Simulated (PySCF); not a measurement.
**C$_{4}$H$_{11}$NSi: density, localisation and related maps**

| atom | x (Å) | y (Å) | z (Å) |
| --- | --- | --- | --- |
| C | 3.0260 | 0.0556 | -0.0777 |
| N | 1.6628 | 0.4488 | 0.1741 |
| Si | 0.3514 | -0.6560 | 0.0908 |
| C | -1.1637 | 0.3271 | 0.6009 |
| C | -2.2530 | 0.6199 | -0.3915 |
| C | -2.4815 | -0.3848 | 0.6864 |
| H | 3.1645 | -0.9615 | 0.2806 |
| H | 3.2831 | 0.0780 | -1.1429 |
| H | 3.7154 | 0.7126 | 0.4566 |
| H | 1.4985 | 1.4110 | -0.0827 |
| H | 0.1119 | -1.2754 | -1.2282 |
| H | 0.6604 | -1.7240 | 1.0501 |
| H | -1.0083 | 1.0928 | 1.3517 |
| H | -2.7683 | 1.5678 | -0.3273 |
| H | -2.1367 | 0.2617 | -1.4037 |
| H | -2.5118 | -1.4282 | 0.4108 |
| H | -3.1578 | -0.1332 | 1.4905 |

Geometry: GFN2-xTB.

All numbers below come from PySCF 2.14.0, PBE0/pcSseg-1, SCF density, gas phase, non-relativistic.

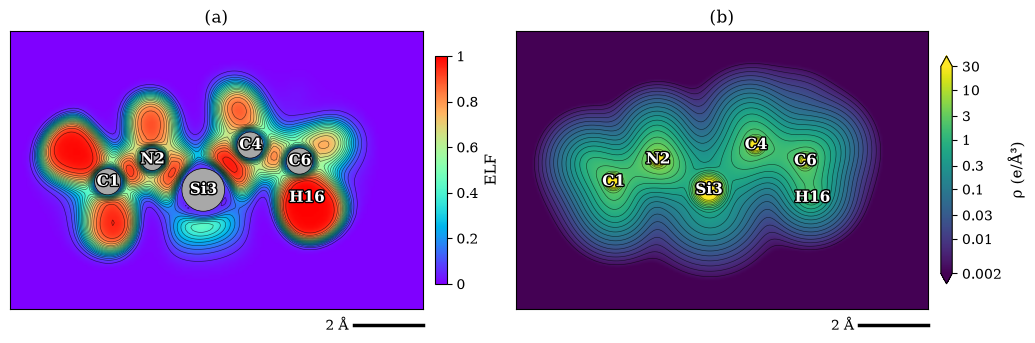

Figure 1. (a) electron localisation function; (b) total electron density on the plane of atoms C1, N2 and Si3. Grey discs cover the atomic cores in the ELF map.

### What do the fields say about this system?

The plane passes through C, N, Si and H nuclei. C–N (1.44 Å): ρ at the midpoint is about 1.9 e/Å³; the ELF peaks at about 0.90 between the atoms, as expected for a shared electron pair. C–C (1.50 Å): ρ at the midpoint is about 1.6 e/Å³; the ELF peaks at about 0.85 between the atoms (a covalent bond). Si–N (1.72 Å): the density is about 1.1 e/Å³ at the midpoint; the ELF peaks at about 0.90 between the atoms, as expected for a shared but strongly polarised pair. C–Si (1.88 Å): ρ at the midpoint is about 0.95 e/Å³; the ELF peaks at about 0.95 between the atoms (localised, covalent bonding). C–H (1.08 Å): ρ at the midpoint is about 2 e/Å³; the ELF climbs to about 1 towards the hydrogen, as it does in any bond to H; an ordinary covalent bond to hydrogen.

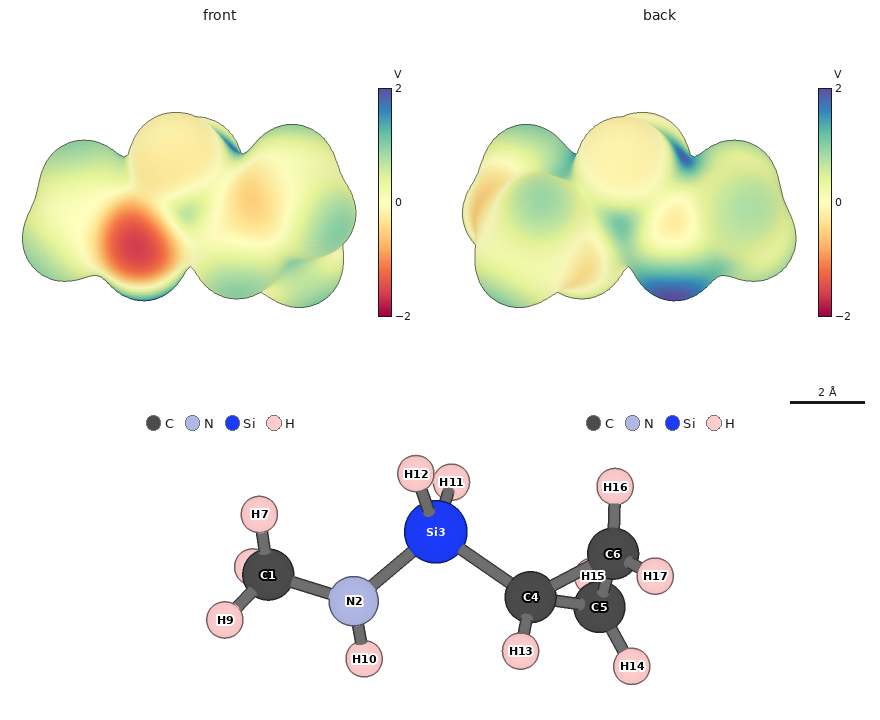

Figure 2. The electrostatic potential painted on the density surface at 0.004 e/bohr³, seen from the front and from behind; red is negative and blue positive. The bare structure is drawn below in the same view.

### Where is the surface potential most negative and most positive?

The most negative region (about −1.5 V, or −35 kcal/mol for a unit charge) lies over N2, the most positive (about +1.9 V, or +44 kcal/mol for a unit charge) over H10. N2 is the likeliest acceptor of a hydrogen bond.

### What dipole moment does the calculation give?

Its dipole moment is 1.06 D.
